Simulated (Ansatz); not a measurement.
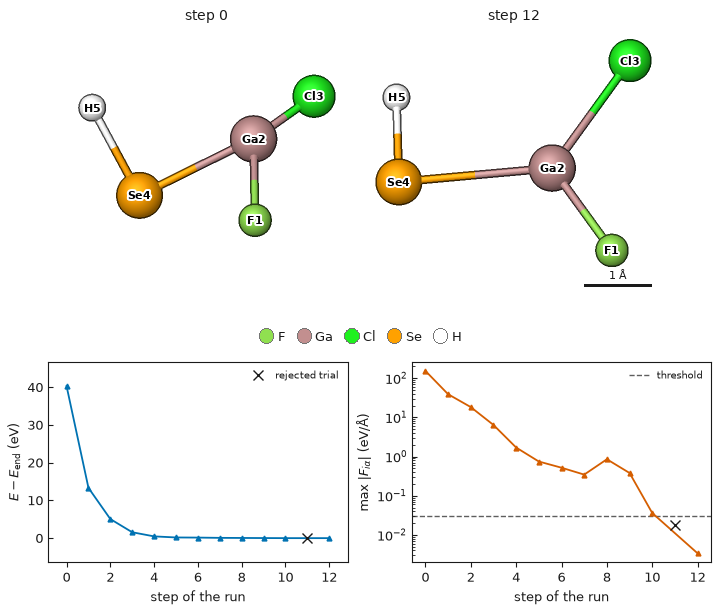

First and last geometry of a relaxation of GaHSeClF (coarse preliminary run), with the history of the run. The picture is a ball-and-stick view, seen at a tilt.

The start comes from a force field.

These are results of RKS PBE-D4/def2-SVP in Ansatz, not measurements. Set-up: force threshold 0.03 eV/Å; at most 200 steps.

What do the curves and the structures tell?

Answer. It converged. After 11 accepted moves (12 points after the start) the energy has fallen by 40.307 eV. The largest force component goes from 150 to 0.0034 eV/Å. The line search rejected the trial step at point 11 of the run. The atom that moves furthest after the best rigid fit is F1 (0.89 Å). By element the largest moves are F 0.89 Å, Se 0.81 Å, H 0.64 Å, Cl 0.56 Å, Ga 0.50 Å. Near-neighbour distances that change, for instance: F1–Se4 2.176 → 3.523 Å, Cl3–Se4 3.012 → 3.957 Å, Ga2–Cl3 1.226 → 2.149 Å, Ga2–Se4 1.930 → 2.314 Å. Bond angles that change, for instance: F1–Ga2–Se4 76.6° → 119.0°, Cl3–Ga2–Se4 144.3° → 124.9°, F1–Ga2–Cl3 131.6° → 116.1°. The run took 13 s on 4 threads of AMD EPYC 7B13 (shared host).
